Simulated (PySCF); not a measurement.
**Monochlorosilylene (SiHCl): NMR shifts and electronic excitations in gas and solvents**

Aim: compute the NMR shifts and electronic excitations of Monochlorosilylene (SiHCl) (`[SiH]Cl`), and see what a dielectric continuum does where one was used.

The runs use PySCF 2.14.0, with density-fitted response routines of our own; the level of theory stands in each step. All values are computed, except where a source is named. Atoms are numbered from 0 throughout.

## 1. Starting geometry

3 atoms, charge 0, multiplicity 1; geometry from: GFN2-xTB.

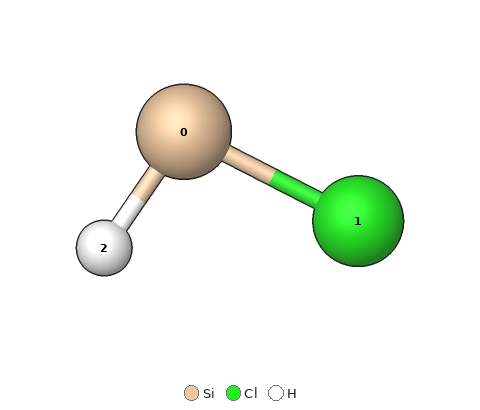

The starting geometry (silicon light orange, chlorine green, hydrogen white), atoms numbered.

## 2. Geometry optimisation at PBE0-D3(BJ)/def2-SVP

Job settings and geometry (Å):

```
{"job": {"xc": "PBE0", "basis": "def2-SVP", "d3": "d3bj", "grid": 1, "kind": "geom"}, "charge": 0, "multiplicity": 1}
Si    -0.308025     0.730172    -0.002457
Cl     1.500312    -0.263695    -0.011244
H     -1.180807    -0.469014     0.001147
```

The program printed:

```text
step   0  E = -749.76533656  max force = 0.021621
step   1  E = -749.76641991  max force = 0.005414
step   2  E = -749.76653092  max force = 0.002293
step   3  E = -749.76655607  max force = 0.000327
step   4  E = -749.76655760  max force = 0.000091
optimisation converged
```

It took 4.4 s on 1 thread, shared host.

Along the way:

| step | energy from step 0 (eV) | largest force component (eV/Å) |
| --- | --- | --- |
| 0 | 0.0000 | 1.1118 |
| 1 | -0.0295 | 0.2784 |
| 2 | -0.0325 | 0.1179 |
| 3 | -0.0332 | 0.0168 |
| 4 | -0.0332 | 0.0047 |

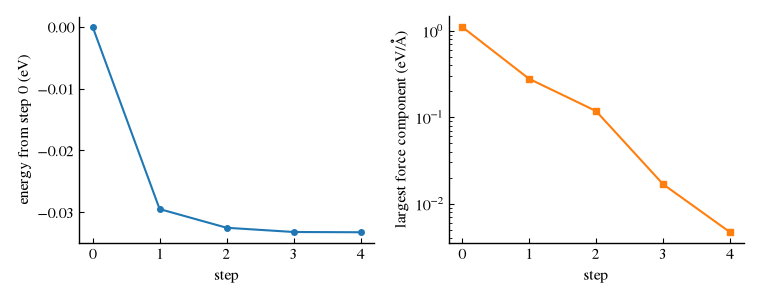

Energy and largest force along the relaxation.

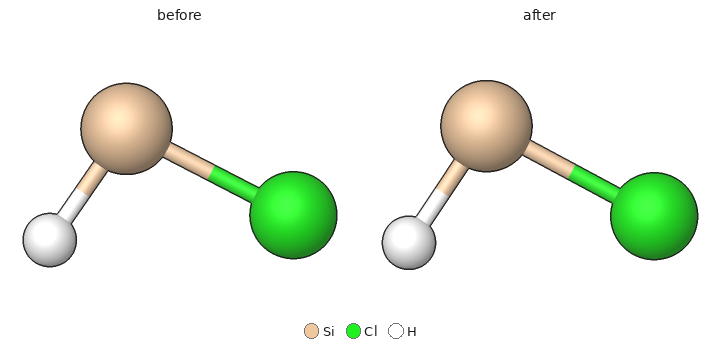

The geometry before (left) and after (right).

Close pairs (by a distance rule), those that changed most:

| bond | before (Å) | after (Å) | change (Å) |
| --- | --- | --- | --- |
| Si0–H2 | 1.483 | 1.538 | +0.055 |
| Si0–Cl1 | 2.063 | 2.092 | +0.028 |

The next job starts from the end point, and lists it.

| at the end point | value |
| --- | --- |
| point group (found at 0.08 Å tolerance) | Cs |
| rotational constants (GHz, main isotopes) | 222.9, 7.246, 7.018 |
| dipole moment (D) | 1.01 |

## 3. Nuclear shieldings: PBE0/pcSseg-1 in benzene

Job settings and geometry (Å):

```
{"job": {"kind": "nmr", "xc": "PBE0", "basis": "pcSseg-1", "solvent": "benzene", "pop": true}, "charge": 0, "multiplicity": 1}
Si    -0.236509     0.767833    -0.040695
Cl     1.580471    -0.268100    -0.061716
H     -1.118641    -0.491658    -0.034707
```

Level: GIAO PBE0/pcSseg-1 NMR shielding, non-relativistic, IEF-PCM benzene.

The program printed:

```text
coarse grid: 3872 points
cycle   1  E = -749.9423476127  dE = -2.395e-02  |g| = 2.503e-01  |ddm| = 1.613e+00
cycle   2  E = -749.9328400181  dE =  9.508e-03  |g| = 3.234e-01  |ddm| = 6.795e-01
cycle   3  E = -749.9629137555  dE = -3.007e-02  |g| = 1.565e-02  |ddm| = 3.681e-01
cycle   4  E = -749.9629576159  dE = -4.386e-05  |g| = 4.517e-03  |ddm| = 2.672e-02
cycle   5  E = -749.9629620253  dE = -4.409e-06  |g| = 9.299e-04  |ddm| = 7.522e-03
final grid: 29048 points
cycle   6  E = -749.9727033239  dE = -7.604e-06  |g| = 3.127e-03  |ddm| = 6.685e-03
cycle   7  E = -749.9727034635  dE = -1.396e-07  |g| = 2.185e-03  |ddm| = 4.271e-03
cycle   8  E = -749.9727042884  dE = -8.249e-07  |g| = 4.272e-04  |ddm| = 2.504e-03
cycle   9  E = -749.9727043394  dE = -5.101e-08  |g| = 5.287e-05  |ddm| = 5.156e-04
cycle  10  E = -749.9727043401  dE = -7.333e-10  |g| = 5.681e-06  |ddm| = 6.929e-05
converged SCF energy = -749.9727043401

GIAO shielding tensors (ppm)
atom      isotropic    diamagn.    paramagn.     s11        s22        s33       span
  0 Si    -254.931     873.710   -1128.641  -1215.914    166.467    284.654   1500.568
  1 Cl     366.506    1148.230    -781.725   -401.164    315.679   1185.003   1586.167
  2 H       20.368      27.657      -7.289     15.891     20.850     24.364      8.474
```

Wall time 3.3 s (1 thread, shared host).

The references, computed at this level on geometries of the same kind, shield at (ppm): ¹H TMS 31.25, ²⁹Si TMS 351.9. Their shielding less the atom's gives the shift. The references are single molecules in the same continuum.

| atoms | environment | σ (ppm) | δ (ppm) |
| --- | --- | --- | --- |
| H2 | hydrogen on a silicon bonded to Cl | 20.37 | 10.89 |
| Si0 | silicon bonded to Cl, H | -254.9 | 606.9 |
| Cl1 | chlorine bonded to Si | 367 | – |

The run also stored atomic charges by several schemes (e):

| atoms | Mulliken | IAO | Hirshfeld | ESP fit |
| --- | --- | --- | --- | --- |
| Si0 | 0.47 | 0.41 | 0.27 | 0.13 |
| Cl1 | -0.34 | -0.28 | -0.16 | -0.15 |

Hirshfeld charges:

| atom | value (e) |
| --- | --- |
| Si0 | 0.27 |
| Cl1 | -0.16 |
| H2 | -0.11 |

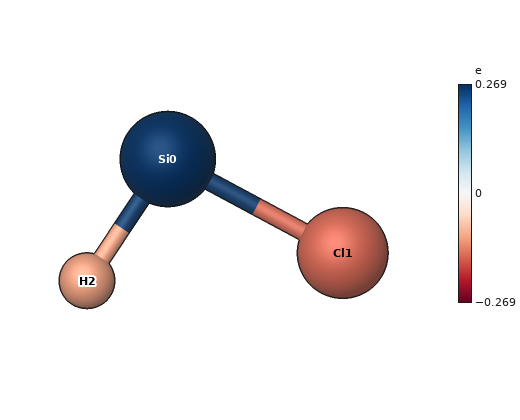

Hirshfeld charges, as colours on the atoms.

Mayer bond orders: Si0–Cl1 0.99.

## 4. Ultraviolet spectrum: B3LYP/def2-SVPD

Job settings and geometry (Å):

```
{"job": {"kind": "uv", "xc": "B3LYP", "basis": "def2-SVPD", "dynamic": true, "nstates": 6, "ntriplets": 0}, "charge": 0, "multiplicity": 1}
Si    -0.236509     0.767833    -0.040695
Cl     1.580471    -0.268100    -0.061716
H     -1.118641    -0.491658    -0.034707
```

With the program's defaults for keys left out, this is: TDDFT B3LYP/def2-SVPD, vertical, gas phase, core orbitals frozen in the response.

The program printed:

```text
coarse grid: 3872 points
cycle   1  E = -749.9838052280  dE = -2.886e-02  |g| = 2.492e-01  |ddm| = 1.556e+00
cycle   2  E = -749.9548737313  dE =  2.893e-02  |g| = 3.912e-01  |ddm| = 8.052e-01
cycle   3  E = -750.0060782103  dE = -5.120e-02  |g| = 2.130e-02  |ddm| = 4.782e-01
cycle   4  E = -750.0062482423  dE = -1.700e-04  |g| = 6.526e-03  |ddm| = 5.194e-02
cycle   5  E = -750.0062661709  dE = -1.793e-05  |g| = 1.636e-03  |ddm| = 1.576e-02
cycle   6  E = -750.0062671059  dE = -9.350e-07  |g| = 2.414e-04  |ddm| = 2.165e-03
final grid: 29048 points
cycle   7  E = -750.0873313600  dE = -1.458e-06  |g| = 1.437e-03  |ddm| = 9.609e-03
cycle   8  E = -750.0873308841  dE =  4.758e-07  |g| = 1.850e-03  |ddm| = 3.903e-03
cycle   9  E = -750.0873319289  dE = -1.045e-06  |g| = 1.367e-04  |ddm| = 2.363e-03
cycle  10  E = -750.0873319359  dE = -6.947e-09  |g| = 2.463e-05  |ddm| = 2.270e-04
cycle  11  E = -750.0873319360  dE = -1.894e-10  |g| = 4.477e-06  |ddm| = 3.290e-05
converged SCF energy = -750.0873319360

Static polarisability (au): isotropic 46.279, principal 37.963 43.472 57.402

Singlet excitations
state   eV       nm        f      main configurations
  1   2.6680    464.7   0.01213   H->L 0.99
  2   5.0550    245.3   0.00951   H-1->L 0.99
  3   5.4474    227.6   0.02983   H->L+1 0.83, H-2->L 0.15
  4   5.8760    211.0   0.10831   H-2->L 0.81, H->L+1 0.13
  5   6.0621    204.5   0.00453   H-3->L 0.99
  6   6.4156    193.3   0.11400   H->L+2 0.97
```

Run time: 2 s. Hardware: 1 thread, shared host.

The orbitals next to the gap, with their largest atomic shares:

| orbital | eV | atoms |
| --- | --- | --- |
| HOMO−3 | -10.53 | Cl1 52 %, Si0 29 %, H2 19 % |
| HOMO−2 | -9.67 | Cl1 87 %, Si0 12 % |
| HOMO−1 | -9.40 | Cl1 77 %, Si0 20 % |
| HOMO | -6.88 | Si0 60 %, Cl1 22 %, H2 18 % |
| LUMO | -3.23 | Si0 73 %, Cl1 18 %, H2 9 % |
| LUMO+1 | -0.49 | Si0 59 %, Cl1 30 %, H2 11 % |
| LUMO+2 | 0.45 | Si0 66 %, H2 18 %, Cl1 16 % |

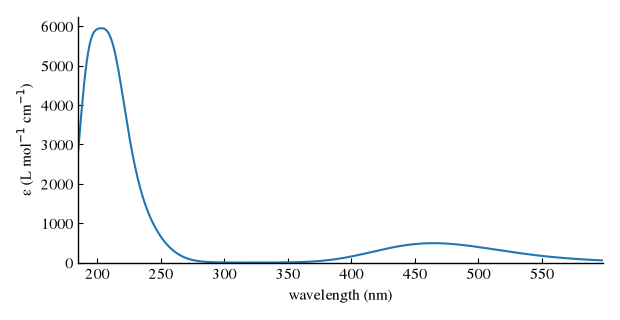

Absorption spectrum: each of the 6 states is a Gaussian band of 0.4 eV half-width at 1/e. Beyond the last state computed it falls off for lack of states.

Further results of this job:

| property | computed |
| --- | --- |
| dipole moment (D) | 1.13 |
| polarisability (Å³) | 6.86 |
| HOMO–LUMO gap (eV) | 3.65 |
| −ε(HOMO) (eV) | 6.88 |
| C6 with itself (au) | 640 |

## 5. Excited states and response: B3LYP/def2-SVPD in benzene

Job settings and geometry (Å):

```
{"job": {"kind": "uv", "xc": "B3LYP", "basis": "def2-SVPD", "solvent": "benzene", "nstates": 6, "ntriplets": 0}, "charge": 0, "multiplicity": 1}
Si    -0.236509     0.767833    -0.040695
Cl     1.580471    -0.268100    -0.061716
H     -1.118641    -0.491658    -0.034707
```

Level: TDDFT B3LYP/def2-SVPD, vertical, IEF-PCM benzene (non-equilibrium linear response), core orbitals frozen in the response.

The program printed:

```text
coarse grid: 3872 points
cycle   1  E = -749.9871892312  dE = -3.217e-02  |g| = 2.395e-01  |ddm| = 1.555e+00
cycle   2  E = -749.9710355422  dE =  1.615e-02  |g| = 3.341e-01  |ddm| = 7.540e-01
cycle   3  E = -750.0073012358  dE = -3.627e-02  |g| = 1.833e-02  |ddm| = 4.267e-01
cycle   4  E = -750.0074184515  dE = -1.172e-04  |g| = 4.725e-03  |ddm| = 4.048e-02
cycle   5  E = -750.0074270110  dE = -8.560e-06  |g| = 1.170e-03  |ddm| = 1.100e-02
final grid: 29048 points
cycle   6  E = -750.0884921803  dE = -1.458e-06  |g| = 1.702e-03  |ddm| = 1.003e-02
cycle   7  E = -750.0884917578  dE =  4.225e-07  |g| = 2.052e-03  |ddm| = 4.252e-03
cycle   8  E = -750.0884930843  dE = -1.327e-06  |g| = 1.535e-04  |ddm| = 2.528e-03
cycle   9  E = -750.0884930925  dE = -8.148e-09  |g| = 2.205e-05  |ddm| = 2.523e-04
cycle  10  E = -750.0884930926  dE = -1.353e-10  |g| = 3.831e-06  |ddm| = 3.716e-05
converged SCF energy = -750.0884930926

Static polarisability (au): isotropic 52.949, principal 42.820 50.203 65.825

Singlet excitations
state   eV       nm        f      main configurations
  1   2.6739    463.7   0.01545   H->L 0.99
  2   5.1377    241.3   0.01216   H-1->L 0.99
  3   5.4202    228.7   0.05795   H->L+1 0.90, H-2->L 0.08
  4   5.8758    211.0   0.13481   H-2->L 0.88
  5   6.1172    202.7   0.00566   H-3->L 0.99
  6   6.3240    196.1   0.17481   H->L+2 0.98
```

It took 1.6 s on 1 thread, shared host.

Key values: HOMO -6.83 eV, LUMO -3.12 eV; lowest singlet 2.67 eV.

## 6. Comparing the runs: electronic excitations

Excitations and ground-state properties, with basis size and wall time:

| run | lowest singlet (eV) | brightest (eV) | f | gap (eV) | α (Å³) | μ (D) | functions | time |
| --- | --- | --- | --- | --- | --- | --- | --- | --- |
| B3LYP/def2-SVPD | 2.67 | 6.42 | 0.114 | 3.65 | 6.86 | 1.13 | 59 | 2 s |
| B3LYP/def2-SVPD in benzene | 2.67 | 6.32 | 0.175 | 3.71 | 7.85 | 1.31 | 59 | 1.6 s |

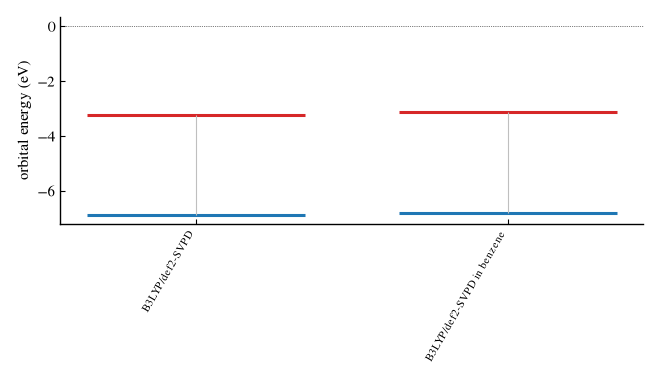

HOMO (blue) and LUMO (red) run by run.

## 7. Summary of results

```
                                        quantity                        value
                                     point group                           Cs
            rotational constants (main isotopes)       222.92, 7.25, 7.02 GHz
  ¹H shifts against TMS (PBE0/pcSseg-1, benzene)                    10.89 ppm
²⁹Si shifts against TMS (PBE0/pcSseg-1, benzene)                    606.9 ppm
       shieldings of Cl (PBE0/pcSseg-1, benzene)                Cl1 366.5 ppm
                lowest singlet (B3LYP/def2-SVPD)  2.67 eV (465 nm), f = 0.012
        brightest single state of those computed  state 6, 6.42 eV, f = 0.114
                     range of the lowest singlet              2.67 to 2.67 eV
```

**Reading.** Relaxing lowered the energy by 0.033 eV in 4 steps; the close pair that moved most is Si0–H2, from 1.483 to 1.538 Å. No frequency check was run at this level, so the end point may be a saddle. At PBE0/pcSseg-1: The largest span, 1586 ppm, is at Cl1, where the paramagnetic term is -782 ppm. The first singlet state (HOMO→LUMO 0.99) lies at 2.67 eV and is weak; of the 6 states computed, the strongest absorption comes from state 6 at 6.42 eV (the last computed, so partners may be missing). State 1 absorbs in the visible (465 nm).
